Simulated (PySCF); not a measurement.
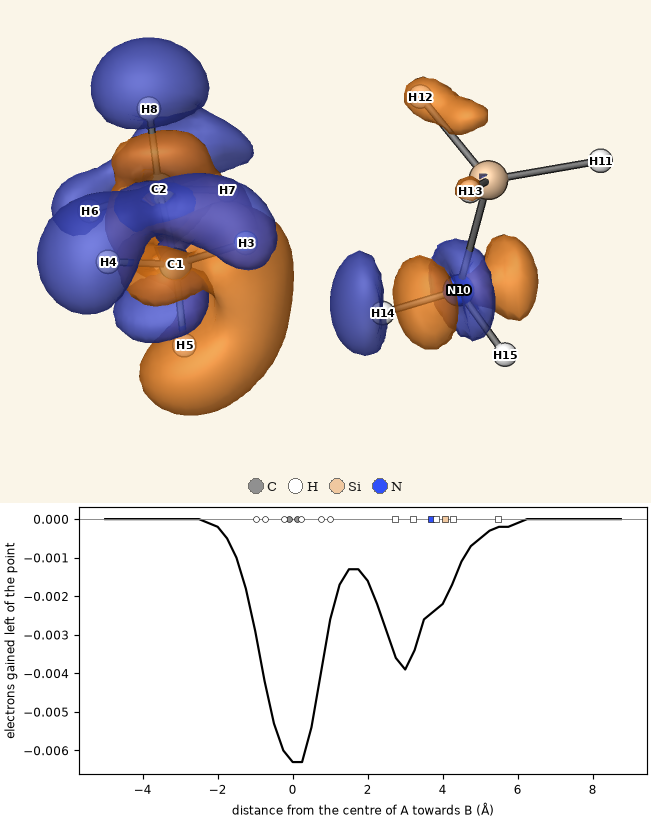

C2H11NSi, SMILES `CC.[SiH3]N`. Density of the complex less the densities of the two fragments at the same geometry, ±0.0006 e/Å³ (orange: gain, blue: loss). Fragment A: H6C2 (atoms 1–8); fragment B: SiH5N. Below: the charge-displacement curve along the line of centres (A on the left).

Computed with PySCF, TPSS/6-31G*, geometry: GFN2-xTB.

The calculation's input:

```python
import numpy as np
from pyscf import gto, scf, dft
from pyscf.scf import atom_ks, atom_hf
from scipy.linalg import block_diag
from pyscf.dispersion import dftd3

def solve(mol, dm0=None, hcore=None):
    mf = (dft.UKS if mol.spin else dft.RKS)(mol, xc='tpss')
    mf.grids.level = 3
    mf = mf.density_fit(auxbasis='def2-universal-jkfit')
    mf.conv_tol, mf.max_cycle = 1e-8, 80
    if hcore is not None:
        mf.get_hcore = lambda *args: hcore
    mf.kernel(dm0)
    if not mf.converged:
        mf = mf.newton().run(mf.mo_coeff, mf.mo_occ, max_cycle=30)
    assert mf.converged, 'SCF not converged'
    return mf

mol = gto.M(atom='''
C     -2.22705     0.20345    -0.74605
C     -2.41629    -0.32188     0.66940
H     -1.31039    -0.19137    -1.17910
H     -3.06105    -0.09311    -1.37843
H     -2.17100     1.29063    -0.74907
H     -3.32527     0.08199     1.11028
H     -1.57464    -0.04290     1.29963
H     -2.49128    -1.40681     0.66489
Si     1.76899    -0.50259    -0.09512
N      1.30524     1.10150     0.32844
H      3.19302    -0.58265     0.21982
H      0.94540    -1.37215     0.74081
H      1.56794    -0.86297    -1.50918
H      0.32870     1.34610     0.29311
H      1.85597     1.86955    -0.02016
''', basis='6-31g*', charge=0, spin=0, verbose=4)
mol_a = gto.M(atom='''
C     -2.22705     0.20345    -0.74605
C     -2.41629    -0.32188     0.66940
H     -1.31039    -0.19137    -1.17910
H     -3.06105    -0.09311    -1.37843
H     -2.17100     1.29063    -0.74907
H     -3.32527     0.08199     1.11028
H     -1.57464    -0.04290     1.29963
H     -2.49128    -1.40681     0.66489
ghost-Si     1.76899    -0.50259    -0.09512
ghost-N      1.30524     1.10150     0.32844
ghost-H      3.19302    -0.58265     0.21982
ghost-H      0.94540    -1.37215     0.74081
ghost-H      1.56794    -0.86297    -1.50918
ghost-H      0.32870     1.34610     0.29311
ghost-H      1.85597     1.86955    -0.02016
''', basis='6-31g*', charge=0, spin=0, verbose=4)
mol_b = gto.M(atom='''
ghost-C     -2.22705     0.20345    -0.74605
ghost-C     -2.41629    -0.32188     0.66940
ghost-H     -1.31039    -0.19137    -1.17910
ghost-H     -3.06105    -0.09311    -1.37843
ghost-H     -2.17100     1.29063    -0.74907
ghost-H     -3.32527     0.08199     1.11028
ghost-H     -1.57464    -0.04290     1.29963
ghost-H     -2.49128    -1.40681     0.66489
Si     1.76899    -0.50259    -0.09512
N      1.30524     1.10150     0.32844
H      3.19302    -0.58265     0.21982
H      0.94540    -1.37215     0.74081
H      1.56794    -0.86297    -1.50918
H      0.32870     1.34610     0.29311
H      1.85597     1.86955    -0.02016
''', basis='6-31g*', charge=0, spin=0, verbose=4)
ab, a, b = solve(mol), solve(mol_a), solve(mol_b)
e_int = ab.e_tot - a.e_tot - b.e_tot
print('counterpoise-corrected interaction energy / kcal/mol', e_int * 627.5095)
def disp(atoms, charge):
    m = gto.M(atom=atoms, charge=charge, basis='sto-3g', spin=None, unit='Bohr', verbose=0)
    return dftd3.DFTD3Dispersion(m, xc='tpss', version='d3bj').get_dispersion()['energy']
e_disp = disp(mol._atom, mol.charge) - disp(mol._atom[:8], mol_a.charge) - disp(mol._atom[8:], mol_b.charge)
print('D3(BJ) part / kcal/mol', e_disp * 627.5095)
# spherically averaged free atoms, for the promolecule
atm = atom_ks.get_atm_nrks(mol, xc='tpss')
pro = block_diag(*[(atm[a[0]][2] * atm[a[0]][3]) @ atm[a[0]][2].T for a in mol._atom])
np.savez('result.npz', e_int=e_int, e_disp=e_disp, dm_a=a.make_rdm1(), dm_b=b.make_rdm1(), c=ab.mo_coeff, occ=ab.mo_occ, eps=ab.mo_energy, pro=pro, d=[f.dip_moment(verbose=0) for f in (ab, a, b)])
```

Launched as:

```sh
OMP_NUM_THREADS=1 python input.py
```

The run took 120 s on 1 thread of Intel(R) Xeon(R) Processor @ 2.50GHz (Skylake/Cascade Lake), with other jobs on the host, peak memory 0.42 GiB.

Partitions, critical points and surface values were worked out afterwards from this run's density.

### Which way does charge flow?

Hirshfeld charges show almost no net transfer (under 0.005 e). 0.02 e is displaced in all, which induces a dipole of 0.13 D.

### What is the interaction energy, and which contacts carry it?

The counterpoise-corrected interaction energy of the frozen fragments is +0.4 kcal/mol without dispersion correction and −1.6 kcal/mol with D3(BJ). The pair geometry is semi-empirical, not a minimum at this level. Contacts: H7···H14, H···H contact, 2.56 Å, ρ = 0.003 a.u.; H7···H12, H···H contact, 2.90 Å, ρ = 0.003 a.u.; C1···H14, N–H···C contact, 2.99 Å, ρ = 0.004 a.u., a bond path close to vanishing (ellipticity 1.6); H3···Si9, 3.28 Å, ρ = 0.003 a.u., a bond path close to vanishing (ellipticity 1.6). The pose is a local one from a semi-empirical search, not shown to be the most stable.
